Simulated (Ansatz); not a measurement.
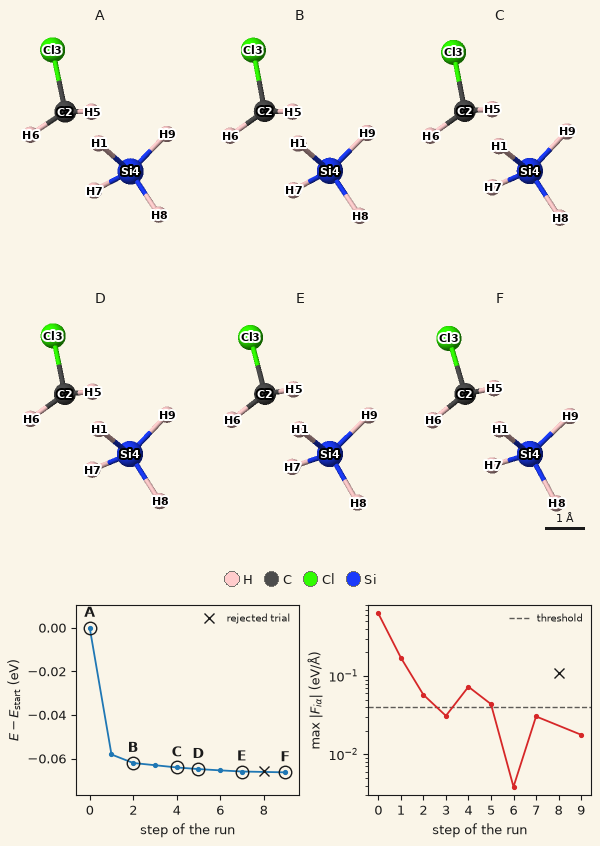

Frames of a constrained relaxation of CH6ClSi (multiplicity 2), marked on the history of the run. A ball-and-stick model, seen from a free direction.

The reaction that was planned forms H1–Si4 and breaks H1–C2 (atoms numbered from 1 in input order).

Theory: Ansatz, UKS PBE0-D4/def2-SVP.

The input:
```yaml
crystal:
  periodic: [false, false, false]
  atoms:
    - {symbol: H, position_ang: [0.050200, -0.056900, 0.063400]}
    - {symbol: C, position_ang: [-1.184000, -1.159700, 0.103400]}
    - {symbol: Cl, position_ang: [-2.388700, -0.663400, -1.020400]}
    - {symbol: Si, position_ang: [1.188300, 1.033500, -0.009900]}
    - {symbol: H, position_ang: [-1.525200, -1.108100, 1.126000]}
    - {symbol: H, position_ang: [-0.702700, -2.081900, -0.186000]}
    - {symbol: H, position_ang: [2.041800, 0.732000, -1.154800]}
    - {symbol: H, position_ang: [1.951200, 0.957900, 1.232900]}
    - {symbol: H, position_ang: [0.568900, 2.346700, -0.154500]}
basis:
  gaussian: {orbitals: def2-SVP}
magnetization: {spin_polarized: true, initial_magnetization: 1}
hamiltonian: {xc: pbe0, dispersion: d4}
relax: {f_tol: 0.04, max_steps: 150, escape_saddle: false, constraints: [{distance: [0, 3]}, {distance: [0, 1]}]}
```

Run as
```bash
ansatz run in.yaml --threads 4 --pin off --events-out ev --progress --plain --max-ram 9574MiB
```

What happens along the run?

The largest move after the best rigid fit is that of Cl3, 0.30 Å. Largest moves by element: Cl 0.30 Å, H 0.22 Å, Si 0.05 Å, C 0.04 Å. Among the contacts that change: Si4–H9 1.459 → 1.495 Å, Si4–H7 1.460 → 1.495 Å, C2–H5 1.079 → 1.094 Å. Among the angles between lasting bonds that change: H1–Si4–H8 107.5° → 110.6°, H5–C2–H6 115.8° → 118.1°, Cl3–C2–H5 112.6° → 114.6°. Over 8 accepted moves (9 points after the start) the energy falls by 0.066 eV. The largest force component goes from 0.63 to 0.018 eV/Å. The line search rejected the trial step at point 8 of the run. The forces were under the threshold at step 3, but the run went on from there. From step 0 to 2: Cl3 moves most (0.06 Å), energy −0.062 eV. From step 2 to 4: Cl3 moves most (0.13 Å), energy −0.002 eV. From step 4 to 5: Cl3 moves most (0.02 Å), energy −0.001 eV. From step 5 to 7: Cl3 moves most (0.09 Å), energy −0.001 eV. From step 7 to 9: Cl3 moves most (0.05 Å), energy 0.000 eV.

```
step  E − E(0), eV  largest force component, eV/Å      note
   0        0.0000                         0.6279          
   1       -0.0581                         0.1713          
   2       -0.0620                         0.0576          
   3       -0.0630                         0.0310          
   4       -0.0640                         0.0728          
   5       -0.0648                         0.0437          
   6       -0.0654                         0.0039          
   7       -0.0659                         0.0305          
   8       -0.0656                         0.1075  rejected
   9       -0.0663                         0.0178
```
